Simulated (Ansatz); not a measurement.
# AgGeF3 (model cell, started as cubic perovskite with Ge in the octahedra): a soft mode frozen in, part 3 of 3

Wanted: the energy along a soft mode of AgGeF3 (model cell, started as cubic perovskite with Ge in the octahedra) and the structure at the end.

Ansatz 0.2.0; DFT PBEsol, scalar-relativistic, plane waves, PAW; PAW set soft_1.

So far. Step 4 (The mode frozen in, largest atomic shift 0.22 Å): The run ends at a pressure of 1.04 GPa, with forces up to 0.41 eV/Å. Step 5 (Energy along the mode, all amplitudes (two of the runs …): The lowest of the steps tried is at 0.22 Å, 6.00 meV/atom below the parent; the bottom of the well need not coincide with a step.

The structure was built from a prototype and need not be the compound's stable phase.

## Step 7: The new phase in its own primitive cell

The relaxed structure is symmetrised, reduced to its primitive cell and relaxed tightly, as its phonons need.

input.yaml

```yaml
crystal:
  lattice:
    - [8.411074798, 0.0, 0.0]
    - [0.0, 4.2520943359, 0.0]
    - [0.0, 0.0, 4.4835581175]
  atoms:
    - { symbol: Ag, position: [0.0, 0.0, 0.0] }
    - { symbol: Ag, position: [0.5, 0.0, 0.0] }
    - { symbol: Ge, position: [0.25, 0.5, 0.5607461923] }
    - { symbol: Ge, position: [0.75, 0.5, 0.4392538077] }
    - { symbol: F, position: [0.0, 0.5, 0.5] }
    - { symbol: F, position: [0.5, 0.5, 0.5] }
    - { symbol: F, position: [0.25, 0.5, 0.9878901839] }
    - { symbol: F, position: [0.75, 0.5, 0.0121098161] }
    - { symbol: F, position: [0.25, 0.0, 0.6957446344] }
    - { symbol: F, position: [0.75, 0.0, 0.3042553656] }
kpoints:
  mp_grid: { grid: [4, 8, 8] }
hamiltonian:
  xc: pbesol
  pseudopotentials: { kind: paw, azcp: { folder: soft_1 }, xc_functional: pbe }
scf:
  occupations: { method: methfessel_paxton, width: 0.2 }
output:
  forces: true
  stress: true
  eigenvalues: true
relax:
  adjacent_minimum: "off"
  f_tol: 0.001
  max_steps: 60
  cell: { stress_tol: 0.01 }
```

Started as:

```console
ansatz run input.yaml --threads 4 --pin off --max-ram 16384MiB --backend cpu --events-out ev --progress --plain --runs-dir out
```

Numbers of over 12 decimals in the logs are rounded to 6 here.

The program printed:

```text
[...]
Crystal: 10 atoms, lattice volume = 160.353 Å³
Basis set: ecut = 420 eV, 3133 PW (Γ), exchange–correlation on 120×60×60 points (8 copies of the dense FFT grid, shifted against one another)
Bands: 65, of which v1, the nominal top of the filled ones, is band 54 counted from 1 (53 counted from 0)
Symmetry: 8 space group operations
[...]
k-points: 75 of 256
[...]
atoms:
    - { symbol: Ag, position: [0, 0, 0] }
    - { symbol: Ag, position: [0.5, 0, 0] }
    - { symbol: Ge, position: [0.25, 0.5, 0.560772] }
    - { symbol: Ge, position: [0.750000, 0.5, 0.439228] }
    - { symbol: F, position: [0, 0.5, 0.5] }
    - { symbol: F, position: [0.5, 0.5, 0.5] }
    - { symbol: F, position: [0.25, 0.5, 0.987840] }
    - { symbol: F, position: [0.750000, 0.5, 0.012160] }
    - { symbol: F, position: [0.25, 0, 0.695750] }
    - { symbol: F, position: [0.750000, 0, 0.304250] }
[key lines of the parts left out:]
SCF converged after 6 iterations
Free energy (F): -28351.579863 eV
Fermi energy:    7.083797 eV
P = ⅓ Tr σ = 0.0021 GPa (0.021 kbar)
```

Wall time 42 s (4 threads of Arm Neoverse V2, shared host); peak memory 0.85 GiB; 2.8 min of CPU time.

Little changed from the start: no atom moved by 0.005 Å and no cell edge by 0.1 %.

This step gave:

```yaml
pressure: 0.002137 GPa
gap_on_the_k_mesh: 0.02701 eV
direct_gap_on_mesh: 1.017 eV
```

The largest force component left is 0.54 meV/Å and the pressure is 0.002 GPa, within the tolerances set. The cell now holds 16.04 Å³/atom.

## Step 8: Modes of the new phase, k-mesh 4×8×8

A relaxed structure may still be a saddle point, so its zone-centre modes are computed. No field response is asked, and the gap on the mesh is small against the smearing.

input.yaml, the sections that differ from step 7:

```yaml
crystal:
  lattice:
    - [8.4095289271, 0.0, 0.0]
    - [0.0, 4.2517761452, 0.0]
    - [0.0, 0.0, 4.4847480063]
  atoms:
    - { symbol: Ag, position: [0.0, 0.0, 0.0] }
    - { symbol: Ag, position: [0.5, 0.0, 0.0] }
    - { symbol: Ge, position: [0.25, 0.5, 0.5607715926] }
    - { symbol: Ge, position: [0.75, 0.5, 0.4392284074] }
    - { symbol: F, position: [0.0, 0.5, 0.5] }
    - { symbol: F, position: [0.5, 0.5, 0.5] }
    - { symbol: F, position: [0.25, 0.5, 0.9878400078] }
    - { symbol: F, position: [0.75, 0.5, 0.0121599922] }
    - { symbol: F, position: [0.25, 0.0, 0.6957499065] }
    - { symbol: F, position: [0.75, 0.0, 0.3042500935] }
output:
  eigenvalues: true
phonons:
  method: dfpt
# kpoints, hamiltonian, scf: as in step 7
# relax: removed
```

The program printed:

```text
zone centre: on kpoints.mp_grid the ground state, and the responses unless they are solved on pairs of k-points, stand on 90 of the mesh's 256 k-points, reduced under 2 symmetry operations, with k and −k counted as one. Each operation leaves every solved displacement unchanged or reverses it
[...]
Crystal: 10 atoms, lattice volume = 160.354 Å³
Basis set: ecut = 420 eV, 3125 PW (Γ), exchange–correlation on 120×60×60 points (8 copies of the dense FFT grid, shifted against one another)
Bands: 65, of which v1, the nominal top of the filled ones, is band 54 counted from 1 (53 counted from 0)
Symmetry: 8 space group operations
k-points: 90 of 256 (irreducible under 2 space group operations, time reversal used)
[...]
SCF iter   1: F=—  HF=-28367.864579 eV  |F-HF|=—  |Δ(HF+E_count)|=         —  Δρ=2.06e-1  dr2=6.36e1  ethr=3.10e-3  ⟨swp⟩=5.5  Hψ=19748  notcnv=0  defer=1
[...]
SCF iter  18: F=-28351.579863 eV  HF=-28351.579863 eV  |F-HF|=3.64e-12  |Δ(HF+E_count)|=  3.64e-12  S|Δr|=    0.00e0  Δρ=4.22e-8  dr2=2.07e-12  ethr=1.00e-12  ⟨swp⟩=5.0  Hψ=22091  notcnv=0
SCF 1 converged in 18 iterations: F = -28351.579863 eV  dr2 = 2.07e-12
[...]
DFPT response loops at Γ: preconditioner auto → Kerker (q_TF=auto, 2.554 Å⁻¹) (partly filled bands, converged f_vac=0.120); β = 1.00, the filter's whole step (`scf.mixing.beta` (0.50) is not read by the response loops under this deck's `scf.mixing.preconditioner`; to damp them name `kerker` or `kerker_dos`, under which they read `scf.mixing.beta`, and type it under 1.00, their step now; both keys bind the ground state too); Broyden in place of MSR1
SCF converged after 18 iterations
[...]
Free energy (F): -28351.579863 eV
[...]
Internal energy: -28351.581873 eV  (E = F + TS)
E sigma→0 (E₀):  -28351.580366 eV
Entropy (-TS):   0.002010 eV (0.201 meV/atom)
Fermi energy:    7.083797 eV
[...]
--- Band table (eV; the first three rows and the last of 90) ---
  k-point 0: bands = [... 50 lower, 3.7084, 3.7513, 3.9823, 5.4099, 7.0859, 8.1370, 11.3605, 11.8165, ... 7 higher]
  k-point 1: bands = [... 50 lower, 3.7089, 3.7623, 3.9965, 5.5208, 7.1951, 8.1940, 11.1722, 11.4872, ... 7 higher]
  k-point 2: bands = [... 50 lower, 3.7100, 3.8570, 4.0385, 5.8560, 7.4509, 8.3729, 10.6241, 10.7565, ... 7 higher]
  k-point 89: bands = [... 50 lower, 3.8319, 3.8319, 5.9160, 5.9160, 8.6653, 8.6653, 9.5705, 9.5705, ... 7 higher]
--- Phonons (Γ-DFPT): 15 representative perturbations + reference, on 90 of 256 k-points (Σ response iterations 54) ---
  k mesh reduced under 2 symmetry operations, with k and −k counted as one. Each operation leaves every solved displacement unchanged or reverses it
  ASR residual: 4.786e-5 → 0.000e0 eV/Å²; symmetrization residual: 5.651e-6 eV/Å²
  ASR residual per site (eV/Å²): 1.53e-5 1.53e-5 1.58e-5 1.58e-5 4.79e-5 4.79e-5 2.02e-5 2.02e-5 8.21e-6 8.21e-6
  Γ frequencies (cm⁻¹): -231.20 -157.23 -130.64 -124.23 -110.90 -110.23 -101.57 -87.93 -84.02 -13.16 0.00 0.00 0.00 34.36 36.36 42.33 45.72 61.64 62.37 75.58 91.06 167.51 191.63 199.30 273.77 274.01 276.32 328.55 334.50 394.68
  non-analytic LO–TO correction: not included (Born effective charges unavailable; polar crystals: no LO–TO splitting at Γ)
```

Elapsed: 6.2 min, on 4 threads; peak memory 2.8 GiB.

Numbers from this step:

```yaml
gap_on_the_k_mesh: 0.02700 eV
sum_rule_residual_before_enforcement: 4.79e-5 eV/Å²
point_group: mmm
highest_optical_mode_at_the_zone_centre_no_lo_to_term: 394.7 cm⁻¹
lowest_optical_zone_centre_mode: -231.2 cm⁻¹
```

Patterns of degenerate modes are one choice out of their space. The modes at Γ (shares of kinetic energy by element, %) (negative means imaginary):

```
mode  frequency (cm⁻¹)  symmetry  Ag %  Ge %  F %
   1            -231.2       B3u     0     5   95
   2            -157.2       B2u     0     2   98
   3            -130.6       B2g     0     0  100
   4            -124.2       B3u     6     0   93
   5            -110.9       B3g     0     1   99
   6            -110.2       B1u     9     0   91
   7            -101.6        Au    13     0   87
   8             -87.9       B3u    15     0   85
   9             -84.0       B2u    33     0   67
  10             -13.2        Au    87     0   13
  11               0.0  acoustic    45    31   24
  12               0.0  acoustic    45    31   24
  13               0.0  acoustic    45    31   24
  14              34.4       B1u    69    21   11
  15              36.4       B3u    71     9   19
  16              42.3        Ag     0    64   36
  17              45.7       B3g     0    99    1
  18              61.6       B3u    62    16   22
  19              62.4       B2u    21    68   11
  20              75.6       B2g     0    23   77
  21              91.1       B1u    76    13   11
  22             167.5       B3u     0    38   61
  23             191.6        Ag     0    10   90
  24             199.3       B1u     0    10   90
  25             273.8       B2g     0    77   23
  26             274.0       B3g     0     0  100
  27             276.3       B2u     0     0  100
  28             328.6       B1u     0    24   75
  29             334.5        Ag     0    26   74
  30             394.7       B1u     0     1   99
```

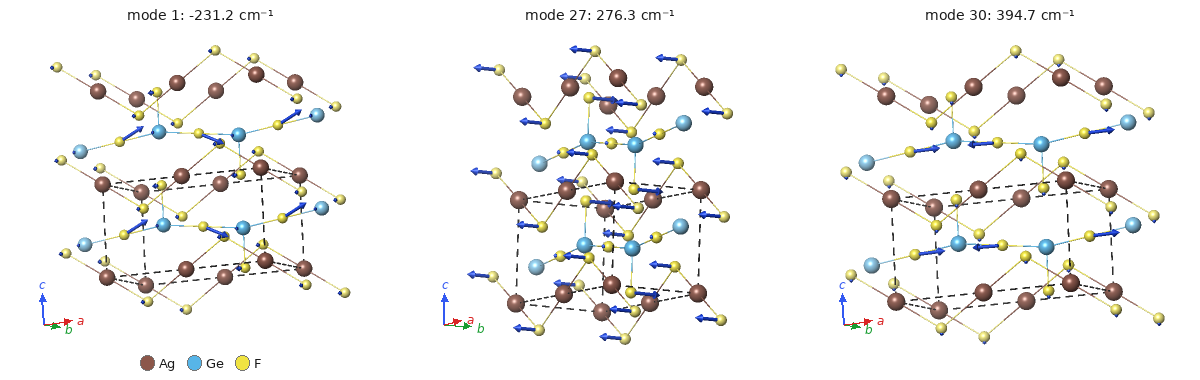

Displacement patterns of modes 1, 27 and 30 at Γ; arrows are exaggerated. 1×1×2 cells are drawn. Some periodic images of atoms are drawn too.

Before it was imposed, the acoustic sum rule was missed by 4.8e-5 eV/Å². Small misses are needed for a sound result but don't prove that mesh and cutoff are converged. The lowest optical mode is imaginary, 231.2i cm⁻¹, so the energy falls along it.

## Step 9: Results

```yaml
unstable_mode_of_the_parent: q = (0, 0, -0.5), 186i cm⁻¹
depth_at_the_lowest_point_sampled: 6.00 meV/atom
largest_atomic_shift_at_that_point: 0.22 Å
space_group_reached_within_0p01_a: Pmma
energy_gained_over_the_parent_first_relaxation_on_the_mesh_of_the_frozen_mode: 33.3 meV/atom
volume_per_atom_phase_reached: 16.0 Å³
gap_on_the_k_mesh_phase_reached: 0.0270 eV
lowest_optical_zone_centre_mode_phase_reached: -231 cm⁻¹
highest_optical_mode_at_the_zone_centre_no_lo_to_term_phase_reached: 395 cm⁻¹
```

In words: From this start the structure relaxes into Pmma, 33.3 meV/atom below the parent. At the parent's cell the well is 6.001 meV/atom deep on the steps tried, with its lowest point at a shift of 0.22 Å. Relaxing atoms and cell changes the gain by +27.34 meV/atom against the lowest step (energies at zero smearing). Most of the total comes from this relaxation. The frozen pattern makes up only 16 % of the final shifts of the atoms, so other modes or strain give most of the change. The new phase still has an imaginary mode at the zone centre of its cell, so it is a saddle point on the way to a lower structure. Of the 6 patterns followed to their end from this parent, this one ends 283 meV/atom above the lowest, R3m. Each path keeps the symmetry of its pattern, so a lower phase may lie along a pattern not tried. With no gap, or one that is small against the smearing, the frequencies hang on the k mesh and the smearing, most of all near Kohn anomalies. A semilocal functional can close a gap that the real compound would have, so the metallic treatment may be an artefact of the level. The PAW files were made for PBE and serve the other functionals too. The starting cell was built on a prototype and not taken from a measurement, so the phase need not exist.

[Logs are printed without paths, hosts, clocks, repeated set-up lines and the standing remarks that a program may print on its own settings, such as how far it seeks lower states.]

[Hosts, paths, dates, database ids (printed as entryN), source tags and the programs' standing remarks are cut or masked in the printed files.]
